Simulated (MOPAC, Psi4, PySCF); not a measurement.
Approach curve of the dimer CH2O ··· O2S (SMILES C=O and O=S=O). Monomers: optimised at B3LYP-D3(BJ) (def2-TZVP), held rigid. Orientation: a higher rigid-body minimum at GFN2-xTB. The monomers approach along the line of their centres of mass (distance R); nothing else relaxes.

Geometry at R = 2.63 Å (first 4 atoms: monomer A):
```
7

C     -0.0058     0.0011    -0.0001
O      1.1710    -0.2278     0.0088
H     -0.7618    -0.8081    -0.0056
H     -0.4034     1.0348    -0.0031
O      2.9903     1.0915     1.8033
S      2.1023     1.7435     0.8782
O      0.8702     2.2982     1.3719
```

Levels of theory: BLYP-D3(BJ)/def2-TZVP, counterpoise-corrected (Psi4); PM7, restricted, heats of formation (MOPAC); MP2/aug-cc-pVDZ = DF-MP2/aug-cc-pVDZ, frozen core, counterpoise-corrected in Psi4; RKS-B3LYP/6-31G* = restricted B3LYP/6-31G*, spherical d, no counterpoise correction run with PySCF 2.14.0; RKS-B3LYP/3-21G = restricted B3LYP/3-21G, no counterpoise correction (PySCF).

Interaction energies in kcal/mol (negative: bound); R is the distance of the centres of mass, d the H4···O7 distance.

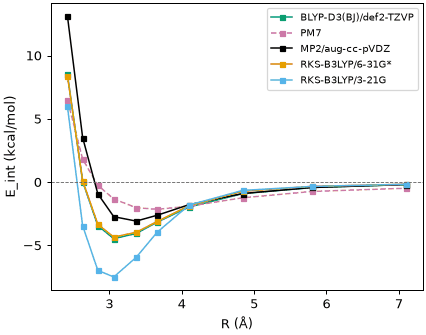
Figure: Interaction energy against separation.

```csv
R / Å,d / Å,BLYP-D3(BJ)/def2-TZVP,PM7,MP2/aug-cc-pVDZ,RKS-B3LYP/6-31G*,RKS-B3LYP/3-21G
2.42,2.05,8.51,6.49,13.11,8.39,5.98
2.63,2.26,0.05,1.82,3.52,0.12,-3.45
2.84,2.47,-3.45,-0.25,-0.93,-3.33,-6.97
3.06,2.68,-4.46,-1.33,-2.73,-4.34,-7.49
3.37,2.99,-4.06,-2.02,-3.08,-3.97,-5.94
3.66,3.28,-3.16,-2.15,-2.62,-3.11,-3.96
4.10,3.71,-1.97,-1.90,-1.78,-1.86,-1.81
4.84,4.45,-0.91,-1.24,-0.90,-0.72,-0.65
5.80,5.40,-0.43,-0.74,-0.42,-0.33,-0.34
7.10,6.70,-0.19,-0.48,-0.19,-0.16,-0.17
```

Lowest grid point: BLYP-D3(BJ)/def2-TZVP -4.46 kcal/mol at R = 3.06 Å; PM7 -2.15 kcal/mol at R = 3.66 Å; MP2/aug-cc-pVDZ -3.08 kcal/mol at R = 3.37 Å; RKS-B3LYP/6-31G* -4.34 kcal/mol at R = 3.06 Å; RKS-B3LYP/3-21G -7.49 kcal/mol at R = 3.06 Å.
